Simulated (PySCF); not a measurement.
C4H8Si, charge +1, doublet, SMILES `[SiH3][C+]1[CH]CC1`.

PySCF calculation, B3LYP/6-31+G*, gas phase; geometry: GFN2-xTB. No frequency check shows the geometry to be a minimum. GFN2-xTB doesn't know the spin state, so this open-shell geometry is rough.

Cartesian coordinates (Å):

```
Si1     -1.8790    0.0053    0.0440
C2       0.0721   -0.0753   -0.1474
C3       0.9334   -1.0852   -0.0882
C4       2.0438   -0.0894    0.1627
C5       1.0393    1.0646   -0.0729
H6      -2.2617   -1.3593    0.3827
H7      -2.1306    1.0173    1.0631
H8      -2.1007    0.4471   -1.3429
H9       0.9138   -2.1542   -0.1418
H10      2.8138   -0.1518   -0.6095
H11      2.4694   -0.1330    1.1619
H12      1.1932    1.6086   -1.0002
H13      0.8769    1.7617    0.7453
```

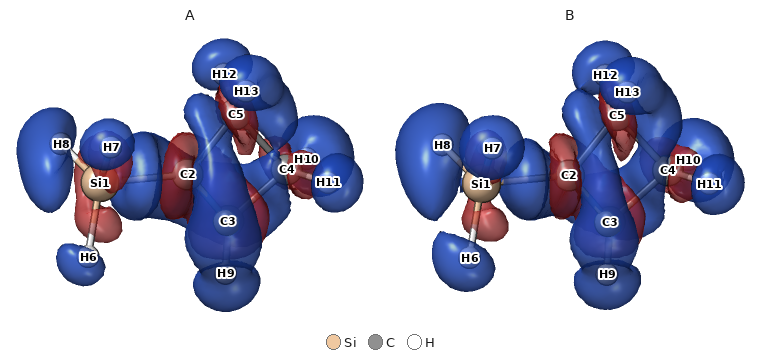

The two Fukui functions at ±0.015 e/Å³ (blue positive, red negative).

Why do the two look alike?

The electron leaves from or enters the same singly occupied orbital. A is f⁺, B is f⁻. f⁻ (Hirshfeld-condensed) is largest on Si1 (0.14), C3 (0.13) and C2 (0.11); the vertical ionisation energy is 15.43 eV (to the singlet dication, which needn't be its lowest state). f⁺ (Hirshfeld-condensed) is largest on C3 (0.16), Si1 (0.14) and C2 (0.14); the vertical electron affinity is 8.49 eV (to the singlet neutral species, which needn't be its lowest state).
